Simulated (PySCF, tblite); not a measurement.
# C₁₂H₃₀Si₁₁: electronic excitations, NMR shifts, part 2 of 2

tblite 0.8.0 and PySCF 2.14.0. Atoms count from 0. Earlier steps stand in the parts before.

### 4 NMR shifts: GIAO KT3/pcSseg-1

What the job is given:

```
{"job": {"kind": "nmr", "xc": "KT3", "basis": "pcSseg-1", "pop": false}, "charge": 0, "multiplicity": 1}
Si     1.548531    -0.403920    -2.271984
C      1.552218    -0.448454    -4.179302
Si    -1.548247    -0.403017    -2.272045
Si    -0.000232    -1.263016     0.330306
C     -1.552057    -0.447742    -4.179189
C     -0.000137    -1.259226    -1.579808
Si    -0.000166    -1.224091    -4.936587
Si     1.555898    -0.371644     2.908487
C      1.528418    -0.334929     1.003742
Si    -1.555750    -0.370811     2.908198
C     -1.528257    -0.333961     1.003640
C     -0.000251    -1.294380     3.507038
Si    -0.000553    -3.087465     2.898332
C     -0.000865    -3.049130     1.001787
Si     0.000534     2.310103    -2.284285
Si     1.550741     1.428712     0.296351
C      1.512558     1.382039    -1.614968
Si    -1.549775     1.429409     0.296146
C     -1.511636     1.382608    -1.614880
Si     0.000522     2.336448     2.902867
C      0.000529     2.286617     0.997060
C      1.510840     1.405934     3.580168
C     -1.509985     1.406437     3.580142
H      2.784403    -1.097954    -1.819570
H      2.422220    -0.998984    -4.530070
H      1.669117     0.565240    -4.556909
H     -2.784341    -1.096626    -1.819848
H     -2.422248    -0.997841    -4.530044
H     -1.668473     0.565890    -4.556900
H     -0.000038    -2.291902    -1.926392
H     -0.000038    -1.047457    -6.401720
H     -0.000378    -2.675695    -4.675750
H      2.784491    -1.049900     3.398495
H      2.420475    -0.847366     0.647745
H     -2.784276    -1.048709     3.398313
H     -2.420366    -0.846315     0.647855
H     -0.000101    -1.301911     4.596621
H      1.186637    -3.804881     3.399559
H     -1.187911    -3.804313     3.399991
H      0.867386    -3.583227     0.622817
H     -0.869887    -3.581996     0.622920
H      0.001306     3.724352    -1.850637
H      0.001015     2.379844    -3.760910
H      2.786108     2.154383     0.701628
H      2.404376     1.892382    -1.977455
H     -2.784590     2.155622     0.701596
H     -2.403119     1.893127    -1.977585
H      0.000842     3.741967     3.381883
H      0.001035     3.314887     0.639610
H      2.426392     1.923085     3.308290
H      1.475580     1.390272     4.666846
H     -2.425148     1.924122     3.308200
H     -1.474841     1.390906     4.666802
```

With the program's defaults for keys left out, this is: GIAO KT3/pcSseg-1 NMR shielding, non-relativistic, gas phase.

Standard output:

```text
start: PBE on a coarse grid of 45993 points
cycle   1  E = -3656.8391528138  dE =  2.591e+00  |g| = 1.556e+00  |ddm| = 7.662e+00
cycle   2  E = -3655.6049438467  dE =  1.234e+00  |g| = 2.575e+00  |ddm| = 4.540e+00
cycle   3  E = -3657.3772113734  dE = -1.772e+00  |g| = 4.831e-01  |ddm| = 3.831e+00
cycle   4  E = -3657.4429734533  dE = -6.576e-02  |g| = 1.176e-01  |ddm| = 1.076e+00
cycle   5  E = -3657.4459049984  dE = -2.932e-03  |g| = 5.920e-02  |ddm| = 2.387e-01
cycle   6  E = -3657.4468597120  dE = -9.547e-04  |g| = 1.136e-02  |ddm| = 9.588e-02
cycle   7  E = -3657.4468984964  dE = -3.878e-05  |g| = 3.158e-03  |ddm| = 1.947e-02
final grid: 371511 points
cycle   8  E = -3693.1726213971  dE = -8.905e-02  |g| = 4.026e-01  |ddm| = 1.248e+00
cycle   9  E = -3693.1782907849  dE = -5.669e-03  |g| = 1.980e-01  |ddm| = 4.688e-01
cycle  10  E = -3693.1808988878  dE = -2.608e-03  |g| = 3.568e-02  |ddm| = 1.875e-01
cycle  11  E = -3693.1812597538  dE = -3.609e-04  |g| = 4.330e-03  |ddm| = 5.144e-02
cycle  12  E = -3693.1812595906  dE =  1.632e-07  |g| = 2.027e-03  |ddm| = 9.967e-03
cycle  13  E = -3693.1812576475  dE =  1.943e-06  |g| = 3.917e-04  |ddm| = 3.482e-03
cycle  14  E = -3693.1812602409  dE = -2.593e-06  |g| = 1.633e-04  |ddm| = 9.419e-04
cycle  15  E = -3693.1812613500  dE = -1.109e-06  |g| = 5.340e-05  |ddm| = 3.190e-04
converged SCF energy = -3693.1812613500

GIAO shielding tensors (ppm)
atom      isotropic    diamagn.    paramagn.     s11        s22        s33       span
  0 Si     388.836     885.959    -497.123    354.939    399.822    411.747     56.809
  1 C      190.743     258.491     -67.749    184.159    187.265    200.804     16.646
  2 Si     388.864     885.957    -497.093    354.954    399.847    411.791     56.837
  3 Si     372.839     885.932    -513.093    358.578    374.564    385.374     26.796
  4 C      190.763     258.485     -67.722    184.183    187.281    200.825     16.642
  5 C      185.563     267.784     -82.222    166.114    190.762    199.812     33.698
  6 Si     411.236     880.771    -469.534    384.334    402.632    446.743     62.409
  7 Si     383.240     885.150    -501.910    362.115    387.279    400.327     38.212
  8 C      187.626     267.919     -80.292    181.947    186.150    194.783     12.836
  9 Si     383.273     885.146    -501.873    362.153    387.358    400.307     38.154
 10 C      187.659     267.924     -80.265    181.980    186.177    194.820     12.840
 11 C      188.598     264.359     -75.761    181.080    182.622    202.092     21.011
 12 Si     407.729     883.687    -475.958    387.278    391.879    444.029     56.751
 13 C      185.972     259.556     -73.584    178.013    182.426    197.477     19.464
 14 Si     415.066     886.005    -470.939    383.649    401.206    460.344     76.695
 15 Si     388.983     886.369    -497.386    357.139    402.114    407.695     50.556
 16 C      188.604     265.664     -77.059    172.699    189.692    203.422     30.723
 17 Si     389.033     886.365    -497.332    357.222    402.160    407.718     50.496
 18 C      188.659     265.662     -77.003    172.753    189.758    203.466     30.712
 19 Si     384.898     883.530    -498.631    360.353    396.592    397.750     37.397
 20 C      190.064     267.629     -77.566    179.189    189.635    201.366     22.177
 21 C      184.279     260.456     -76.177    176.013    184.145    192.679     16.666
 22 C      184.303     260.459     -76.157    176.029    184.168    192.711     16.682
 23 H       26.552      34.413      -7.860     21.586     26.864     31.207      9.622
 24 H       31.633      29.005       2.628     25.929     28.335     40.633     14.704
 25 H       31.588      32.071      -0.483     26.581     30.907     37.275     10.695
 26 H       26.554      34.410      -7.857     21.587     26.865     31.209      9.622
 27 H       31.634      29.004       2.630     25.930     28.336     40.636     14.706
 28 H       31.591      32.069      -0.478     26.583     30.909     37.280     10.697
 29 H       31.854      38.405      -6.551     24.786     31.835     38.939     14.153
 30 H       27.172      25.645       1.526     22.812     24.458     34.246     11.433
 31 H       27.567      28.613      -1.046     24.294     25.589     32.819      8.525
 32 H       26.407      31.575      -5.167     22.802     23.680     32.740      9.938
 33 H       31.444      38.161      -6.717     25.559     30.126     38.647     13.088
 34 H       26.410      31.574      -5.165     22.804     23.682     32.743      9.938
 35 H       31.447      38.159      -6.712     25.562     30.128     38.652     13.090
 36 H       32.511      31.488       1.023     26.620     29.423     41.489     14.869
 37 H       27.208      29.006      -1.798     23.233     24.591     33.799     10.565
 38 H       27.207      29.004      -1.797     23.233     24.591     33.799     10.566
 39 H       31.659      34.331      -2.672     26.479     29.953     38.546     12.067
 40 H       31.661      34.332      -2.672     26.482     29.955     38.545     12.062
 41 H       27.086      31.682      -4.596     22.913     25.054     33.292     10.379
 42 H       27.085      32.886      -5.800     23.324     25.867     32.065      8.741
 43 H       26.295      34.090      -7.796     21.318     25.549     32.017     10.699
 44 H       32.036      33.924      -1.888     26.057     28.672     41.379     15.322
 45 H       26.297      34.086      -7.790     21.319     25.550     32.020     10.700
 46 H       32.040      33.919      -1.879     26.060     28.674     41.386     15.326
 47 H       26.412      29.543      -3.131     22.316     23.548     33.373     11.056
 48 H       31.342      35.540      -4.198     24.216     30.086     39.722     15.506
 49 H       31.378      32.520      -1.142     26.168     29.387     38.578     12.411
 50 H       31.965      30.686       1.279     27.507     28.386     40.004     12.497
 51 H       31.380      32.520      -1.141     26.169     29.389     38.581     12.412
 52 H       31.966      30.686       1.280     27.506     28.385     40.007     12.501
```

It took 1.9 min on 2 threads of Arm Neoverse N1, shared host; peak memory 1.3 GiB.

Shifts follow as δ = σ(reference) − σ, with reference shieldings (ppm) from runs at the same level and on the same kind of geometry: ¹H TMS 31.76, ¹³C TMS 184.7, ²⁹Si TMS 361.7. The references are single molecules in the gas phase. Atoms listed in one row are averaged.

| atoms | environment | σ (ppm) | δ (ppm) |
| --- | --- | --- | --- |
| C21, C22 | carbon bonded to 2 Si, 2 H | 184.3 | 0.4 |
| C5 | carbon bonded to 3 Si, H | 185.6 | -0.8 |
| C13 | carbon bonded to 2 Si, 2 H | 186.0 | -1.2 |
| C8, C10 | carbon bonded to 3 Si, H | 187.6 | -2.9 |
| C11 | carbon bonded to 3 Si, H | 188.6 | -3.9 |
| C16, C18 | carbon bonded to 3 Si, H | 188.6 | -3.9 |
| C20 | carbon bonded to 3 Si, H | 190.1 | -5.3 |
| C1, C4 | carbon bonded to 2 Si, 2 H | 190.8 | -6.0 |
| H43, H45 | hydrogen on a silicon bonded to 3 C | 26.30 | 5.46 |
| H32, H34 | hydrogen on a silicon bonded to 3 C | 26.41 | 5.35 |
| H47 | hydrogen on a silicon bonded to 3 C | 26.41 | 5.35 |
| H23, H26 | hydrogen on a silicon bonded to 3 C | 26.55 | 5.21 |
| H42 | hydrogen on a silicon bonded to 2 C | 27.09 | 4.67 |
| H41 | hydrogen on a silicon bonded to 2 C | 27.09 | 4.67 |
| H30 | hydrogen on a silicon bonded to 2 C | 27.17 | 4.59 |
| H37, H38 | hydrogen on a silicon bonded to 2 C | 27.21 | 4.55 |
| H31 | hydrogen on a silicon bonded to 2 C | 27.57 | 4.19 |
| H48 | hydrogen on a carbon bonded to 3 Si | 31.34 | 0.42 |
| H49, H51 | hydrogen on a carbon bonded to 2 Si | 31.38 | 0.38 |
| H33, H35 | hydrogen on a carbon bonded to 3 Si | 31.45 | 0.31 |
| H25, H28 | hydrogen on a carbon bonded to 2 Si | 31.59 | 0.17 |
| H24, H27 | hydrogen on a carbon bonded to 2 Si | 31.63 | 0.13 |
| H39, H40 | hydrogen on a carbon bonded to 2 Si | 31.66 | 0.10 |
| H29 | hydrogen on a carbon bonded to 3 Si | 31.85 | -0.09 |
| H50, H52 | hydrogen on a carbon bonded to 2 Si | 31.97 | -0.21 |
| H44, H46 | hydrogen on a carbon bonded to 3 Si | 32.04 | -0.28 |
| H36 | hydrogen on a carbon bonded to 3 Si | 32.51 | -0.75 |
| Si3 | silicon bonded to 4 C | 372.8 | -11.2 |
| Si7, Si9 | silicon bonded to 3 C, H | 383.3 | -21.6 |
| Si19 | silicon bonded to 3 C, H | 384.9 | -23.2 |
| Si0, Si2 | silicon bonded to 3 C, H | 388.9 | -27.2 |
| Si15, Si17 | silicon bonded to 3 C, H | 389.0 | -27.3 |
| Si12 | silicon bonded to 2 C, 2 H | 407.7 | -46.1 |
| Si6 | silicon bonded to 2 C, 2 H | 411.2 | -49.6 |
| Si14 | silicon bonded to 2 C, 2 H | 415.1 | -53.4 |

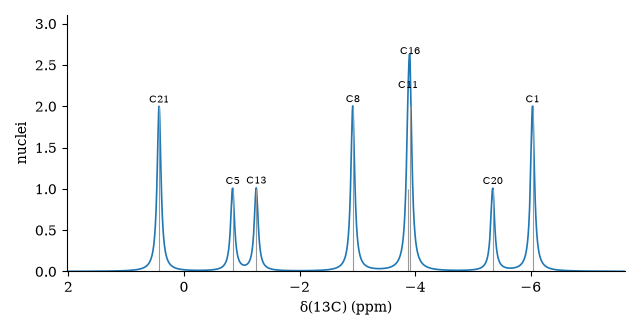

¹³C lines at the computed shifts, without couplings. Lines are broadened to a width of 0.08 ppm (Lorentzian).

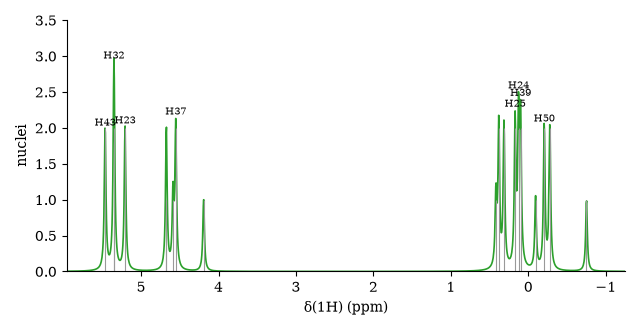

¹H lines at the computed shifts, without couplings. Lines are broadened to a width of 0.02 ppm (Lorentzian).

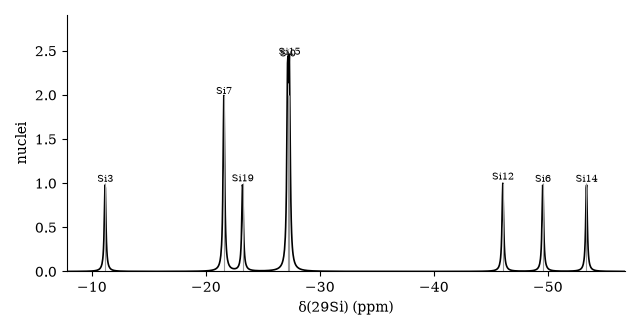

²⁹Si lines at the computed shifts, without couplings. Lines are broadened to a width of 0.17 ppm (Lorentzian).

Ring of atoms Si0, C1, Si2, C4, C5, Si6: NICS(0) -1.7, NICS(1) -2.1, NICS(1)zz 2.9 ppm (means of both faces).

Ring of atoms Si0, Si2, C5, Si14, C16, C18: NICS(0) -2.5, NICS(1) -2.1, NICS(1)zz -0.6 ppm (means of both faces).

Ring of atoms Si0, Si3, C5, C8, Si15, C16: NICS(0) -2.2, NICS(1) -2.3, NICS(1)zz 1.6 ppm (means of both faces).

### 5 What came out

This closing draws on all 2 parts.

| quantity | value |
| --- | --- |
| lowest singlet (PBE0/def2-SVP) | 6.54 eV (190 nm), f = 0.004 |
| brightest single state of those computed | state 6, 6.90 eV, f = 0.016 |
| lowest triplet | 6.36 eV |
| ¹³C shifts against TMS (KT3/pcSseg-1, means over atoms taken as alike) | 0.4, -0.8, -1.2, -2.9, -3.9, -3.9, -5.3, -6.0 ppm |
| ¹H shifts against TMS (KT3/pcSseg-1, means over atoms taken as alike) | 5.46, 5.35, 5.35, 5.21, 4.67, 4.67, 4.59, 4.55, 4.19, 0.42, 0.38, 0.31, 0.17, 0.13 ppm and more |
| ²⁹Si shifts against TMS (KT3/pcSseg-1, means over atoms taken as alike) | -11.2, -21.6, -23.2, -27.2, -27.3, -46.1, -49.6, -53.4 ppm |

In words: The lowest singlet, at 6.54 eV, is HOMO→LUMO 0.93 and is weak; of the 6 states computed, the strongest absorption comes from states 5 to 6 together at 6.90 eV (the last computed, so partners may be missing). The lowest triplet lies 0.17 eV below the lowest singlet. The basis of PBE0/def2-SVP has no diffuse functions, so Rydberg states are missing and the high states are unreliable. At KT3/pcSseg-1: The widest tensor belongs to Si14: span 77 ppm, with a paramagnetic part of -471 ppm.
